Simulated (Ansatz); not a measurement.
The reference is CdTe in the zinc blende structure (space group F-43m, No. 216; a = 6.558 Å).

Modification: a negative pressure, −2 GPa.

Level of theory: r2SCAN, PAW, 500 eV (Ansatz, a first-principles code; spin-orbit coupling left out).

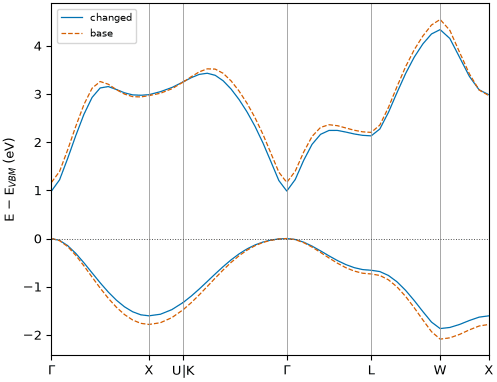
Figure. Highest valence and lowest conduction band along the path, each from its own valence-band maximum

Read the changed gap and its character from the plot.

About 1.0 eV, direct at Γ.

With Te present, leaving out spin-orbit coupling can change the band edges. Load acts through the strain it causes; cell and atoms are relaxed under it. Whether these cells are dynamically stable was not tested.
